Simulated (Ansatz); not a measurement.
The figure comes from a scan of YPd2Si2 (space group I4/mmm): one Si atom of a 5-atom cell moves by s along Cartesian [110], with its periodic images. The numbers are results of PBEsol (plane waves to 420 eV, PAW, scalar-relativistic; Ansatz, a first-principles code), not measurements. k mesh 13×13×13 (Γ-centred), Fermi-Dirac smearing 0.05 eV. The energy includes the smearing's −TS. With partly filled bands, energies and forces of such displacements shift with the k mesh and the smearing. YPd2Si2 is run without spin polarisation. YPd2Si2 was relaxed with its symmetry unable to fall. The zero of ΔE is the undisplaced structure.

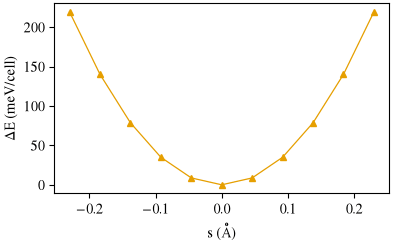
Fig. 1. ΔE (meV/cell) against s (Å); markers are the computed points, lines only join them.

Q: Read the plotted values off the figure, to the accuracy that the plot allows.

A: To the nearest 5:

```csv
s (Å),ΔE (meV/cell)
-0.230,220
-0.184,140
-0.138,80
-0.092,35
-0.046,10
0.000,0
0.046,10
0.092,35
0.138,80
0.184,140
0.230,220
```

(For displaced atoms, the force is minus the slope of the energy, and its curvature is a force constant, which sets phonon frequencies.)
